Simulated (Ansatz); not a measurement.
Take CdS in the wurtzite structure (space group P6_3mc, No. 186; a = 4.1244 Å, c = 6.7082 Å) as the base. Axes: x lies along a and z along c of the hexagonal cell.

Structures relaxed with PBEsol, PAW, 420 eV (Ansatz, an electronic-structure program; scalar-relativistic without spin-orbit coupling).

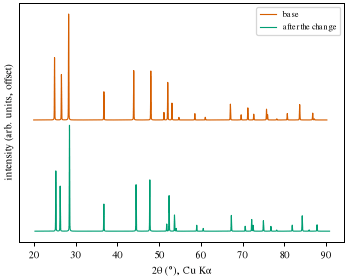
Figure: Simulated powder patterns before (top) and after one change

Q: Which of these changes matches the shifts?
(A) biaxial strain −1.20 %, plane normal [001], relaxed out of plane
(B) biaxial strain −3.00 %, plane normal [001], relaxed out of plane
(C) biaxial strain −2.40 %, plane normal [001], relaxed out of plane

A: A, biaxial strain −1.20 %, plane normal [001], relaxed out of plane. Its volume per atom is 24.39 Å³ against 24.71 Å³, and its space group is P6_3mc (No. 186).

Stability against distortions was not tested.
